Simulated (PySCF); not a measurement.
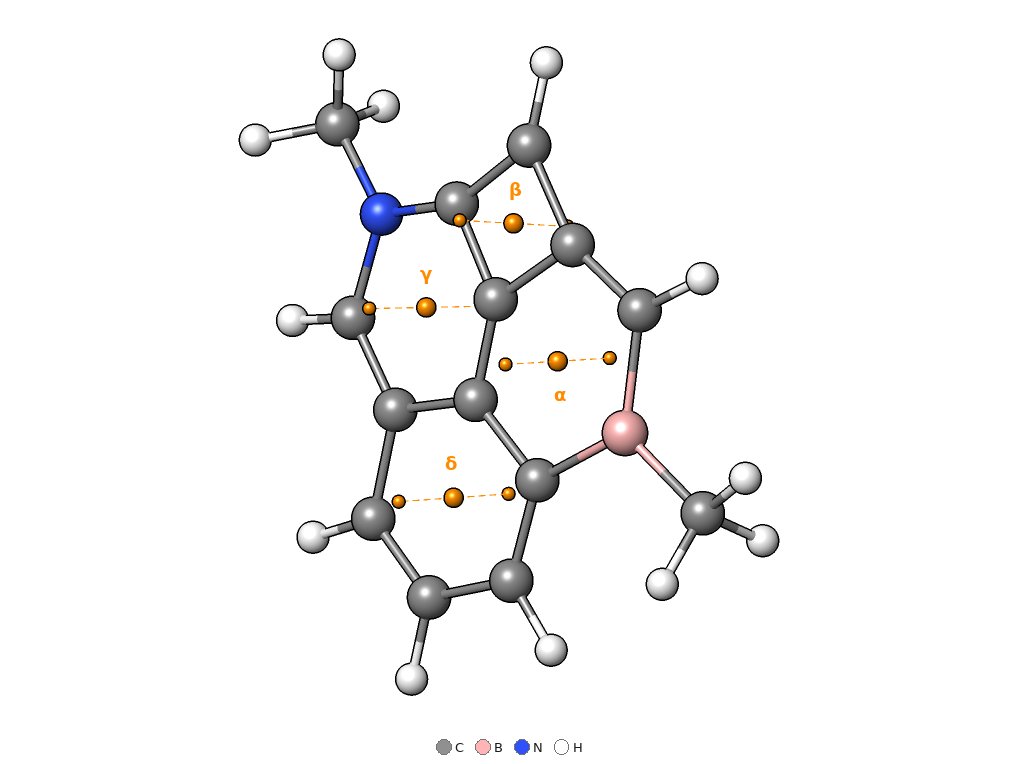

The small points mark where nucleus-independent chemical shifts (NICS) were computed: at the centre of each lettered ring and 1 Å above and below it. The computed structure is the end point of a GFN2-xTB optimisation. No frequency run is at hand to confirm it as a minimum. Properties computed with GIAO KT3/pcSseg-1 NMR shielding, non-relativistic, gas phase (PySCF 2.14.0).

Give NICS(0), NICS(1) and the out-of-plane component NICS(1)zz for each ring (means of the two sides).

```
ring  members  NICS(0)  NICS(1)  NICS(1)zz
   α      C5B      8.7      3.8       19.2
   β       C4     24.7     17.0       61.1
   γ      C5N      9.1      4.9       21.3
   δ       C6     15.7      9.0       33.0
```

Values in ppm.

Question. What do the values say about the ring currents?

Answer. Ring α: paratropic, as in an antiaromatic ring. Ring β: paratropic, as in an antiaromatic ring. Ring γ: paratropic, as in an antiaromatic ring. Ring δ: paratropic, as in an antiaromatic ring. NICS is one index among several.

The geometry is semi-empirical. Around B such bond lengths and angles can be off by a tenth of an ångström or more and by several degrees, and values that hang on the shape move with them.
